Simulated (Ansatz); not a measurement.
The calculation's input:

```
crystal:
  periodic: [false, false, false]
  atoms:
    - { symbol: Si, position_ang: [-1.93403, 0.32346, 1.15488] }
    - { symbol: C, position_ang: [-0.41821, 0.04444, 0.23083] }
    - { symbol: S, position_ang: [0.68761, 0.24935, -0.91565] }
    - { symbol: H, position_ang: [1.66463, -0.61725, -0.47006] }
total_charge: 1
magnetization:
  spin_polarized: true
basis:
  gaussian: { orbitals: def2-SVP }
hamiltonian:
  xc: pbe
relax:
  f_tol: 0.02
  max_steps: 40
output:
  orbitals: {}
```

Command:

```sh
ansatz run input.yaml --threads 1 --pin off --max-ram 2048MiB --backend cpu --events-out ev --progress --plain --runs-dir out
```

The fields are those of the relaxed geometry.

⟨S²⟩ = 0.21, above the pure value of 0.00.

Level of theory: Ansatz 0.2.0, UKS PBE/def2-SVP.

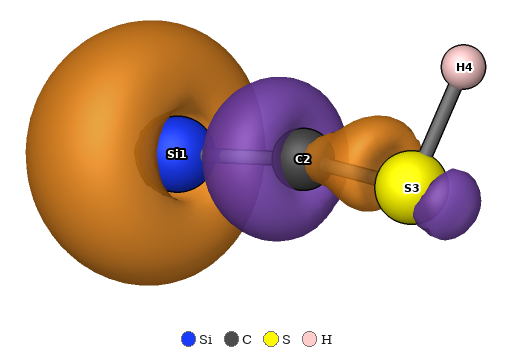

CHSSi (charge +1). The HOMO−1 (α) at ±0.15 Å⁻³ᐟ² (orange and purple are the two phases), seen at an oblique angle.

Describe this orbital and give its energy.

Answer. By Hirshfeld shares it lies mainly on Si1 (about 75 %), C2 (about 15 %) and S3 (about 5 %); it is symmetric in the molecular plane (an in-plane orbital: σ, lone-pair or in-plane π type). Its energy is −13.24 eV.
